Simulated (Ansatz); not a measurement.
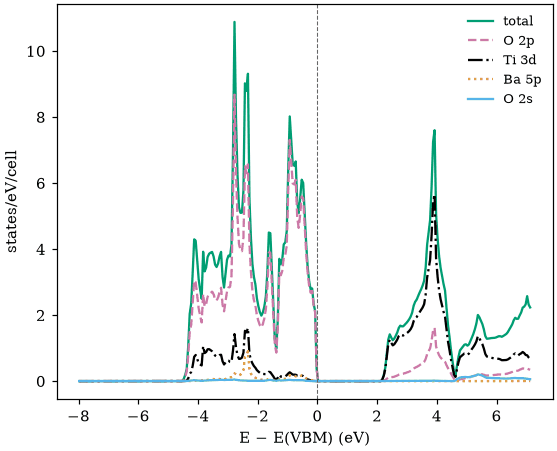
Figure. Total and projected density of states of BaTiO3 in space group R3m (No. 160; Ba on 3a, Ti on 3a, O on 9b), LDA (plane waves, PAW; program Ansatz)

**Question.** Which orbitals carry the states next to the gap?

**Answer.** Top 1 eV of the valence band: O 2p 92 %. Bottom 1 eV of the conduction band: Ti 3d 85 %, O 2p 12 %. Projections are on Löwdin-orthogonalised atomic valence shells; empty p or d shells of many metals are not among them.

**Question.** Where is the tallest occupied peak in this window, and what makes it?

**Answer.** Near -2.8 eV, about 11 states/eV per cell; the largest projected share is O 2p.

This is a known low-temperature phase of the composition, computed here at zero pressure and temperature. Symmetry was held in the LDA relaxation; phonons on a q-mesh show no instability. The run is not spin-polarised. Scalar-relativistic: spin–orbit coupling is off unless named, which matters more the heavier the elements.

Potentials: the later of the program's two PAW sets.
